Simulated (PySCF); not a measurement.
C3H11GeOP (SMILES COC[CH2][GeH2][PH2])

Input

```
{"job": {"kind": "uv", "xc": "PBE0", "basis": "def2-SVPD", "nstates": 8, "ntriplets": 3}, "charge": 0, "multiplicity": 1}
C     -1.817909    -1.005262    -0.014218
O     -1.381967     0.187214     0.586693
C     -1.084526     1.222406    -0.328562
C      0.326106     1.068570    -0.877253
Ge     1.459186     0.425192     0.634090
P      1.500366    -1.876087     0.766609
H     -1.994385    -1.710077     0.795722
H     -2.749163    -0.843362    -0.570572
H     -1.065154    -1.425717    -0.691637
H     -1.147591     2.143817     0.256332
H     -1.839684     1.259811    -1.126151
H      0.345540     0.345163    -1.693587
H      0.682460     2.016256    -1.275872
H      2.862033     0.988751     0.422525
H      0.992999     1.065678     1.912746
H      2.627348    -1.880983     1.577386
H      2.277344    -1.969340    -0.384160
```

Command:

```sh
OMP_NUM_THREADS=1 python probes_run.py task.json out
```

Geometry: GFN2-xTB.

These are results of PySCF 2.14.0, PBE0/def2-SVPD, SCF density, gas phase, not measurements.

**What will maps of the electron density and electron localisation function show?**

C–O (1.41 Å): ρ at the midpoint is about 2.1 e/Å³, with its minimum of 1.7 e/Å³ about 0.5 Å from C; the ELF peaks at about 0.90 between the atoms (a shared but strongly polarised pair).
C–C (1.52 Å): ρ at the midpoint is about 1.7 e/Å³; the ELF peaks at about 0.95 between the atoms: a covalent bond.

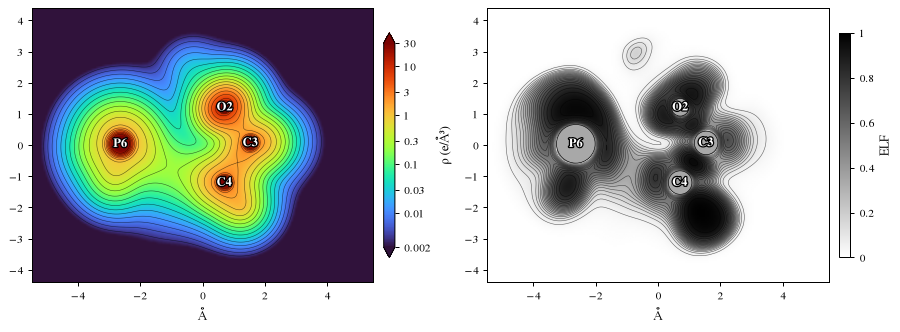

Computed electron density and electron localisation function on the plane of atoms O2, C3 and C4, in this order. Grey discs cover the atomic cores in the ELF map. 
